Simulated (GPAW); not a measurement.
# Calculation of the molecule and its ions, with input and output: CH5SSi (part 3 of 3)

CH5SSi, multiplicity 2, SMILES CS[SiH2]; revPBE/dzp, UKS, scalar-relativistic datasets (GPAW 26.7.0). The geometry comes from this level: GFN2-xTB.

Geometry of the input (Å):
```
C  -0.8649  1.0094  -0.2931
S  0.4018  0.5903  0.9463
Si 1.2289  -1.1800  0.0649
H  -1.5596  0.1828  -0.4020
H  -0.3863  1.2327  -1.2412
H  -1.3877  1.8861  0.0748
H  2.3745  -1.5210  0.8829
H  0.1933  -2.2003  -0.0328
```

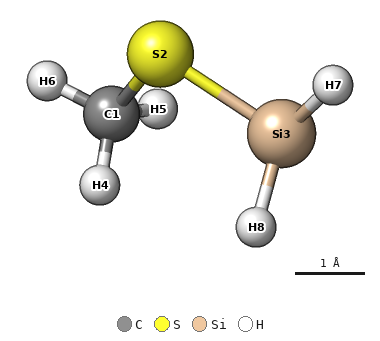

Fig. 1: The structure (ball-and-stick view, seen at a tilt; atoms are numbered from 1 in the order of the input).

Output, continued:
```
  Si:
    name:    Silicon
    Z:       14.0
    valence: 4
    core:    10
    charge:  0.0  # [|e|]
    file:    Si.revPBE.gz
    compensation charges:
      type: gauss
      rc: 0.33  # [Å]
      lmax: 2
    cutoffs:
      filter: 1.86  # [Å]
      core: 2.06  # [Å]
    projectors
    | kind |    occ | energy [eV] | rcut [Å] |
    |------|--------|-------------|----------|
    |   3s |  2.000 |     -10.782 |    1.058 |
    |   3p |  2.000 |      -4.060 |    1.058 |
    |    s |        |      16.430 |    1.058 |
    |    p |        |      23.151 |    1.058 |
    |    d |        |       0.000 |    1.058 |

    LCAO basis set for Si:
      Name: dzp
      File: Si.dzp.basis.gz
      Number of radial functions: 5
      Number of spherical harmonics: 13
        l=0, rc=6.8594 Bohr: 3s-sz confined orbital
        l=1, rc=9.0625 Bohr: 3p-sz confined orbital
        l=0, rc=3.8906 Bohr: 3s-dz split-valence wave
        l=1, rc=5.2344 Bohr: 3p-dz split-valence wave
        l=2, rc=9.0625 Bohr: d-type Gaussian polarization
      Number of RI-basis functions 0

  H:
    name:    Hydrogen
    Z:       1.0
    valence: 1
    core:    0
    charge:  0.0  # [|e|]
    file:    H.revPBE.gz
    compensation charges:
      type: gauss
      rc: 0.15  # [Å]
      lmax: 2
    cutoffs:
      filter: 0.85  # [Å]
      core: 0.53  # [Å]
    projectors
    | kind |    occ | energy [eV] | rcut [Å] |
    |------|--------|-------------|----------|
    |   1s |  1.000 |      -6.547 |    0.476 |
    |    s |        |      20.664 |    0.476 |
    |    p |        |       0.000 |    0.476 |

    LCAO basis set for H:
      Name: dzp
      File: H.dzp.basis.gz
      Number of radial functions: 3
      Number of spherical harmonics: 5
        l=0, rc=6.4219 Bohr: 1s-sz confined orbital
        l=0, rc=3.6094 Bohr: 1s-dz split-valence wave
        l=1, rc=6.4219 Bohr: p-type Gaussian polarization
      Number of RI-basis functions 0

Reference energy: -19841.402634  # eV

eigensolver:
  <gpaw.new.lcao.eigensolver.LCAOEigensolver object at 0xff6f1e63baa0>
density mixing:
  MSR1-Mixer
  Pratt-step length: 0.05
  Maximum mixing coefficient: 0.75
  Old densities: 10
  SVD Regularization: 0.005
  Good broyden scale: 1.0
  Trust region scale: 1.0
  Backstep threshold: 4.0
  History deletion threshold: 6.0
  Fourier metric: weight=20.0, sigma=0.015

occupation numbers:
  Fermi-Dirac:
    width: 0.0100  # eV

FastPoissonSolver using
    Stencil: 6*3+1=19 point O(h^6) finite-difference Laplacian
    FFT axes: []
    FST axes: [np.int64(2), np.int64(0), np.int64(1)]

xc functional:
  name: revPBE with 2 nearest neighbor stencil
interpolation: tri-quintic # 5. degree polynomial

Initialization done in: 2.952 s

convergence criteria:
- Maximum [total energy] change in last 3 cyles: 0.0005 eV / valence electron
- Maximum integral of absolute [dens]ity change: 0.0001 electrons / valence electron
- Maximum integral of absolute [eigenst]ate change: 4e-08 eV^2 / valence electron
maximum number of iterations: 100

SCF iterations
|iter     |     time |      energy | eigst |  dens |
|---------|----------|-------------|-------|-------|
|iter:   1| 00:00:14 |  -30.105853 |      c|       |
|iter:   2| 00:00:15 |  -29.121687 |      c| -0.58 |
|iter:   3| 00:00:15 |  -25.210687 |      c| -0.62 |
|iter:   4| 00:00:16 |  -25.144373 |      c| -1.30 |
|iter:   5| 00:00:16 |  -25.146704 |      c| -1.70 |
|iter:   6| 00:00:16 |  -25.131284 |      c| -1.84 |
|iter:   7| 00:00:17 |  -25.131252 |      c| -2.61 |
|iter:   8| 00:00:17 |  -25.131254c|      c| -3.03 |
|iter:   9| 00:00:18 |  -25.131253c|      c| -3.88 |
|iter:  10| 00:00:18 |  -25.131253c|      c| -4.50c|

Converged in 10 steps
SCF loop duration: 3.671 s (0.367 s/step)
Energy contributions relative to reference atoms: (reference = -19841.402634)

Energy contributions:
  Kinetic:          23.192771
  Coulomb:         -25.603313
  Zero:              0.130598
  External:          0.000000
  Xc:              -22.851309
  Entropy:          -0.000000
  Spinorbit:         0.000000
  ----------------------------
  Free energy:     -25.131253
  Extrapolated:    -25.131253

dipole moment: (6.600884, 6.274111, 5.708752)  # |e|*Ang

Fermi level: -11.918
Eigenvalues  # (at kpt = [0.000, 0.000, 0.000])
| band index |      eig [eV] | occ [0-2] |
|------------|---------------|-----------|
|          0 |       -25.453 |     2.000 |
|          1 |       -21.710 |     2.000 |
|          2 |       -19.007 |     2.000 |
|          3 |       -16.094 |     2.000 |
|          4 |       -15.951 |     2.000 |
|          5 |       -15.435 |     2.000 |
|          6 |       -14.587 |     2.000 |
|          7 |       -13.610 |     2.000 |
|          8 |       -12.269 |     2.000 |
|          9 |       -10.529 |     0.000 |
|         10 |        -6.148 |     0.000 |
|         11 |        -5.417 |     0.000 |
|         12 |        -4.491 |     0.000 |
|         13 |        -4.186 |     0.000 |
|         14 |        -2.043 |     0.000 |

Gap: 1.740 eV
Transition (v -> c):
  (s=0, k=0, n=8, [0.00, 0.00, 0.00]) -> (s=0, k=0, n=9, [0.00, 0.00, 0.00])
No difference between direct/indirect transitions
vacuum-level: 0.000  # V
oxidised      -25.13125 eV
Vertical IP             7.568 eV
```

Results in brief:

```tsv
quantity	value
outcome	converged
ionisation energy	7.57 eV
hardware	1 thread of Arm Neoverse V2, 24 GiB of memory available, shared host
wall time	18 s
peak memory	0.7 GiB
```

On so coarse a grid the energy depends on the position of the molecule, which gives spurious forces.
